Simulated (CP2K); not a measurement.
**C2H5GeN (SMILES C1=[N][GeH2][CH2]1): PBE/TZV2P-MOLOPT-PBE-GTH (core potential)**

What is the energy change on altering one bond length of C2H5GeN at PBE/TZV2P-MOLOPT-PBE-GTH (core potential)? 

The results are computed with CP2K 2026.2.

## Step 1: Starting point

C2H5GeN has 9 atoms, charge 0, and is taken as a singlet. SMILES: `C1=[N][GeH2][CH2]1`. The coordinates come from a PBE0-D4/def2-TZVP relaxation.

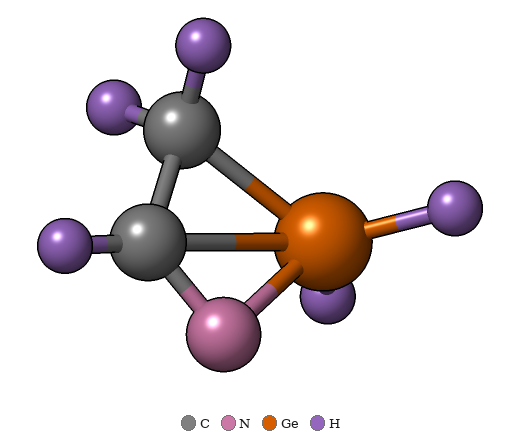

The structure, seen from a chosen angle (carbon grey, nitrogen pink, germanium orange, hydrogen purple).

## Step 2: A single-point energy at PBE/TZV2P-MOLOPT-PBE-GTH (core potential)

File mol.inp:

```
&FORCE_EVAL
    METHOD QUICKSTEP
    &DFT
        BASIS_SET_FILE_NAME BASIS_MOLOPT_UZH
        POTENTIAL_FILE_NAME POTENTIAL_UZH
        &QS
            METHOD GPW
            EPS_DEFAULT 1.0E-10
        &END QS
        # plane-wave cutoff in Ry
        &MGRID
            CUTOFF 400
            REL_CUTOFF 50
            NGRIDS 4
        &END MGRID
        &POISSON
            PERIODIC NONE
            POISSON_SOLVER MULTIPOLE
        &END POISSON
        &SCF
            SCF_GUESS ATOMIC
            EPS_SCF 1.0E-06
            MAX_SCF 40
            &OT
                MINIMIZER DIIS
                PRECONDITIONER FULL_ALL
            &END OT
            &OUTER_SCF
                EPS_SCF 1.0E-06
                MAX_SCF 8
            &END OUTER_SCF
        &END SCF
        &XC
            &XC_FUNCTIONAL PBE
            &END XC_FUNCTIONAL
        &END XC
        # extra output
        &PRINT
            &MOMENTS
                PERIODIC F
                REFERENCE COM
                MAX_MOMENT 1
            &END MOMENTS
            &MO_CUBES
                NLUMO 3
                NHOMO -1
                WRITE_CUBE F
            &END MO_CUBES
            &HIRSHFELD OFF
            &END HIRSHFELD
        &END PRINT
    &END DFT
    # atoms, cell and kinds
    &SUBSYS
        # vacuum box
        &CELL
            ABC 10.5 10.2 10.6
            PERIODIC NONE
        &END CELL
        &COORD
            C     -0.186800    -0.549700    -1.075100
            N      1.035900    -0.182500    -1.141500
            Ge     0.903900     0.560600     0.613000
            C     -0.885400    -0.197100     0.218500
            H     -0.675600    -1.079500    -1.903400
            H      1.056500     2.089100     0.684100
            H      1.776000    -0.127000     1.676700
            H     -1.720500     0.497400     0.107000
            H     -1.215600    -1.057700     0.803700
        &END COORD
        &TOPOLOGY
            &CENTER_COORDINATES
            &END CENTER_COORDINATES
        &END TOPOLOGY
        &KIND C
            BASIS_SET TZV2P-MOLOPT-PBE-GTH-q4
            POTENTIAL GTH-PBE-q4
        &END KIND
        &KIND N
            BASIS_SET TZV2P-MOLOPT-PBE-GTH-q5
            POTENTIAL GTH-PBE-q5
        &END KIND
        &KIND Ge
            BASIS_SET TZV2P-MOLOPT-PBE-GTH-q4
            POTENTIAL GTH-PBE-q4
        &END KIND
        &KIND H
            BASIS_SET TZV2P-MOLOPT-PBE-GTH-q1
            POTENTIAL GTH-PBE-q1
        &END KIND
    &END SUBSYS
&END FORCE_EVAL

&GLOBAL
    PROJECT mol
    RUN_TYPE ENERGY
    PRINT_LEVEL MEDIUM
&END GLOBAL
```

Launch:

```bash
OMP_NUM_THREADS=1 cp2k.psmp -i mol.inp > mol.out 2>&1
```

Log:

```text
CP2K| version string:                                       CP2K version 2026.2
[...]
 GLOBAL| Method name                                                        CP2K
[...]
 GLOBAL| Run type                                                         ENERGY
[...]
 DFT| Spin restricted Kohn-Sham (RKS) calculation                            RKS
 DFT| Multiplicity                                                             1
[...]
 DFT| Charge                                                                   0
[...]
 FUNCTIONAL| PBE:
 QS| Method:                                                                 GPW
[...]
 QS| Density cutoff [a.u.]:                                                200.0
[...]
 QS| Relative density cutoff [a.u.]:                                        25.0
[...]
                             - Atoms:                                          9
[...]
                             - Spherical basis functions:                    186
[...]
 Number of electrons:                                                         22
[...]
     1 OT DIIS     0.15E+00    1.1     0.12689804       -26.1007997947 -2.61E+01
[...]
    32 OT DIIS     0.15E+00    1.2     0.00000077       -28.1218504112 -1.36E-10
  *** SCF run converged in    32 steps ***
[...]
  Overlap energy of the core charge distribution:               0.00000257247836
  Self energy of the core charge distribution:                -66.89396972078616
  Core Hamiltonian energy:                                     19.97220706090015
  Hartree energy:                                              27.70214470415764
  Exchange-correlation energy:                                 -8.90223502799532
  Total energy:                                               -28.12185041124535
[...]
                     Mulliken Population Analysis
 #  Atom  Element  Kind  Atomic population                           Net charge
       1     C        1          3.533411                              0.466589
       2     N        2          5.733445                             -0.733445
       3     Ge       3          3.447614                              0.552386
       4     C        1          3.983515                              0.016485
       5     H        4          1.024975                             -0.024975
       6     H        4          1.121243                             -0.121243
       7     H        4          1.122089                             -0.122089
       8     H        4          1.016732                             -0.016732
       9     H        4          1.016975                             -0.016975
 # Total charge                             22.000000                 -0.000000
[...]
  Dipole moment [Debye]
    X= -0.1835631E+01 Y=  0.1403332E+00 Z=  0.1625653E+01  Total=      2.4560096
[...]
 WARNING : did not converge in ot_eigensolver
 number of iterations          299  exceeded maximum
 current gradient / target gradient   3.6201293865751238E-004  /    1.0000000000000001E-005
[...]
 HOMO - LUMO gap [eV] :    4.197121
 ENERGY| Total FORCE_EVAL ( QS ) energy [hartree]            -28.121850411245347
[...]
```

Run time: 39 s. Hardware: 1 thread of Arm Neoverse V2, shared host; peak memory 0.83 GiB.

## Step 3: The distorted shape

File molecule.xyz:

```xyz
9

C      0.057617    -0.284782    -0.660921
N      1.280317     0.082418    -0.727321
Ge     1.148317     0.825518     1.027179
C     -0.640983     0.067818     0.632679
H     -0.675600    -1.079500    -1.903400
H      1.300917     2.354018     1.098279
H      2.020417     0.137918     2.090879
H     -1.476083     0.762318     0.521179
H     -0.971183    -0.792782     1.217879
```

File mol.inp:

```
&GLOBAL
   PROJECT mol
   RUN_TYPE ENERGY
   PRINT_LEVEL MEDIUM
&END GLOBAL

&FORCE_EVAL
   METHOD QUICKSTEP
   &DFT
      BASIS_SET_FILE_NAME BASIS_MOLOPT_UZH
      POTENTIAL_FILE_NAME POTENTIAL_UZH
      &QS
         METHOD GPW
         EPS_DEFAULT 1.0E-10
      &END QS
      &MGRID
         CUTOFF 400
         REL_CUTOFF 50
         NGRIDS 4
      &END MGRID
      # cluster boundary conditions
      &POISSON
         PERIODIC NONE
         POISSON_SOLVER MULTIPOLE
      &END POISSON
      # SCF settings
      &SCF
         SCF_GUESS ATOMIC
         EPS_SCF 1.0E-06
         MAX_SCF 100
         ADDED_MOS 5
         &DIAGONALIZATION
            ALGORITHM STANDARD
         &END DIAGONALIZATION
         &MIXING
            METHOD BROYDEN_MIXING
            ALPHA 0.4
            NBUFFER 4
         &END MIXING
      &END SCF
      &XC
         &XC_FUNCTIONAL PBE
         &END XC_FUNCTIONAL
      &END XC
      # extra output
      &PRINT
         &MOMENTS
            PERIODIC F
            REFERENCE COM
            MAX_MOMENT 1
         &END MOMENTS
         &MO ON
            ENERGIES T
            OCCUPATION_NUMBERS T
            NDIGITS 6
            &EACH
               QS_SCF 0
            &END EACH
            ADD_LAST NUMERIC
         &END MO
         &HIRSHFELD OFF
         &END HIRSHFELD
      &END PRINT
   &END DFT
   # atoms, cell and kinds
   &SUBSYS
      &CELL
         ABC 10.5 10.4 11
         PERIODIC NONE
      &END CELL
      &TOPOLOGY
         COORD_FILE_NAME molecule.xyz
         COORD_FILE_FORMAT XYZ
         &CENTER_COORDINATES
         &END CENTER_COORDINATES
      &END TOPOLOGY
      &KIND C
         BASIS_SET TZV2P-MOLOPT-PBE-GTH-q4
         POTENTIAL GTH-PBE-q4
      &END KIND
      &KIND N
         BASIS_SET TZV2P-MOLOPT-PBE-GTH-q5
         POTENTIAL GTH-PBE-q5
      &END KIND
      &KIND Ge
         BASIS_SET TZV2P-MOLOPT-PBE-GTH-q4
         POTENTIAL GTH-PBE-q4
      &END KIND
      &KIND H
         BASIS_SET TZV2P-MOLOPT-PBE-GTH-q1
         POTENTIAL GTH-PBE-q1
      &END KIND
   &END SUBSYS
&END FORCE_EVAL
```

Launch:

```bash
OMP_NUM_THREADS=1 cp2k.psmp -i mol.inp > mol.out 2>&1
```

Log (excerpt; [...] marks lines left out):

```text
CP2K| version string:                                       CP2K version 2026.2
[...]
 GLOBAL| Method name                                                        CP2K
[...]
 GLOBAL| Run type                                                         ENERGY
[...]
 DFT| Spin restricted Kohn-Sham (RKS) calculation                            RKS
 DFT| Multiplicity                                                             1
[...]
 DFT| Charge                                                                   0
[...]
 FUNCTIONAL| PBE:
 QS| Method:                                                                 GPW
[...]
 QS| Density cutoff [a.u.]:                                                200.0
[...]
 QS| Relative density cutoff [a.u.]:                                        25.0
[...]
                             - Atoms:                                          9
[...]
                             - Spherical basis functions:                    186
[...]
 Number of electrons:                                                         22
[...]
     1 NoMix/Diag. 0.40E+00    1.3     0.99234972       -27.6734203831 -2.77E+01
[...]
    24 Broy./Diag. 0.40E+00    1.7     0.00000058       -28.0581350612  1.25E-06
  *** SCF run converged in    24 steps ***
[...]
  Overlap energy of the core charge distribution:               0.00000231365987
  Self energy of the core charge distribution:                -66.89396972078616
  Core Hamiltonian energy:                                     19.63806794701830
  Hartree energy:                                              27.96827256091360
  Exchange-correlation energy:                                 -8.77050816200289
  Total energy:                                               -28.05813506119728
[...]
                     Mulliken Population Analysis
 #  Atom  Element  Kind  Atomic population                           Net charge
       1     C        1          3.521875                              0.478125
       2     N        2          5.745775                             -0.745775
       3     Ge       3          3.449264                              0.550736
       4     C        1          4.019125                             -0.019125
[...]
  Dipole moment [Debye]
    X= -0.1270004E+01 Y=  0.7448417E+00 Z=  0.2560188E+01  Total=      2.9533476
 ENERGY| Total FORCE_EVAL ( QS ) energy [hartree]            -28.058135061197284
[...]
```

Run time: 39 s. Hardware: 1 thread of Arm Neoverse V2, shared host; peak memory 1.3 GiB.

## Step 4: What came out

Level: PBE/TZV2P-MOLOPT-PBE-GTH (core potential).

| quantity | value |
| --- | --- |
| first shape: total energy | -28.12185 Eh |
| first shape: dipole moment | 2.46 D |
| first shape: HOMO energy | -5.57 eV |
| first shape: LUMO energy | -1.38 eV |
| first shape: HOMO–LUMO gap | 4.20 eV |
| distorted shape: total energy | -28.05814 Eh |
| distorted shape: dipole moment | 2.95 D |
| distorted shape: HOMO energy | -5.75 eV |
| distorted shape: LUMO energy | -1.42 eV |
| distorted shape: HOMO–LUMO gap | 4.34 eV |
| energy change with the C1–H5 bond stretched from 1.098 to 1.647 Å | 1.734 eV |

What this shows: With the C1–H5 bond stretched from 1.098 to 1.647 Å the energy rises by 1.73 eV (167 kJ/mol). The first shape isn't relaxed at this level, so the change isn't measured from a minimum.
